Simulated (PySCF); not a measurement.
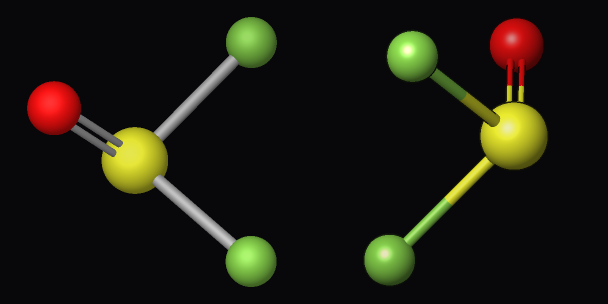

Both panels show the same species. Colours: oxygen red, sulfur yellow, fluorine green.

The computed structure is the end point of a GFN2-xTB optimisation. No frequency run is at hand to confirm it as a minimum.

Question: Which formula does it have?

Answer: SOF₂, 4 atoms: 1 sulfur, 1 oxygen and 2 fluorine.

Question: What is its SMILES?

Answer: O=S(F)F

Question: How many atoms are distinct by symmetry?

Answer: 3: 1 O, 1 S, 2 F.

Question: What is the point group of this geometry?

Answer: Cs.

Question: How many bonds of each kind are drawn?

Answer: 2 F–S, 1 O–S.

More results for the same structure follow; atom numbers are the same in all pictures, views and colours differ.

Electronic properties

No frequency run is at hand to confirm it as a minimum. Properties computed with PBE0/def2-SVPD, gas phase (PySCF 2.14.0). Excitations: vertical, linear response.

Computed properties:

- dipole moment: 1.84 D
- HOMO energy (Kohn–Sham orbital): −10.25 eV
- LUMO energy (Kohn–Sham orbital): −2.15 eV
- HOMO–LUMO gap: 8.11 eV
- mean static polarisability: 27.3 bohr³
- lowest vertical singlet excitation: 6.46 eV
- its oscillator strength: 0.034
- brightest of the 6 lowest singlets: 8.43 eV
- its oscillator strength: 0.07

Bond orders

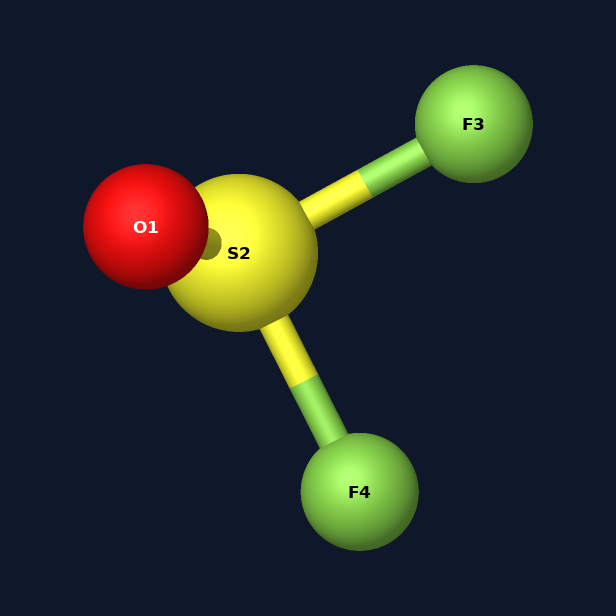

Every bond is drawn as one stick. No frequency run is at hand to confirm it as a minimum. Method: PBE0/pcSseg-1 (PySCF 2.14.0).

List the Mayer bond orders of O1–S2, S2–F3 (one bond of each equivalent set).

```
 bond  Mayer order  length (Å)
O1–S2         1.96       1.410
S2–F3         0.84       1.670
```

NMR shielding

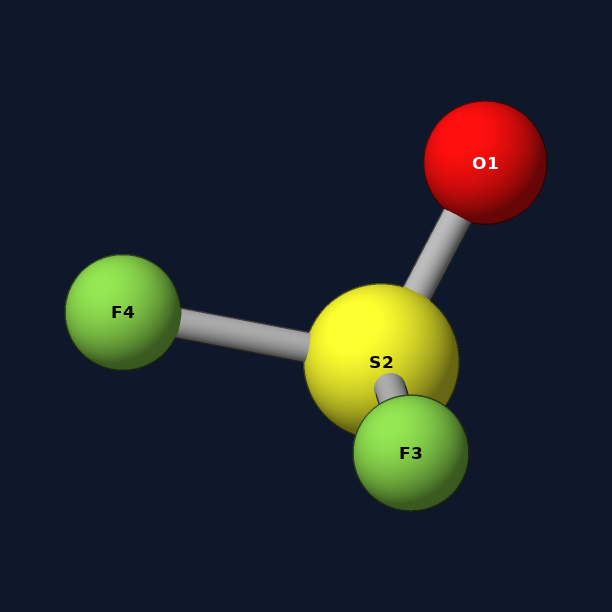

No frequency run is at hand to confirm it as a minimum. Level of theory: GIAO PBE0/pcSseg-1 NMR shielding, non-relativistic, gas phase (PySCF 2.14.0). Principal shieldings σ11 ≤ σ22 ≤ σ33, span Ω = σ33 − σ11, skew κ = 3(σiso − σ22)/Ω.

Give the shielding tensors of the S atoms.

```tsv
atom	σ11	σ22	σ33	σiso	Ω	κ
S2	−379.9	−160.6	292.3	−82.7	672.2	0.35
```

Shieldings and span in ppm.
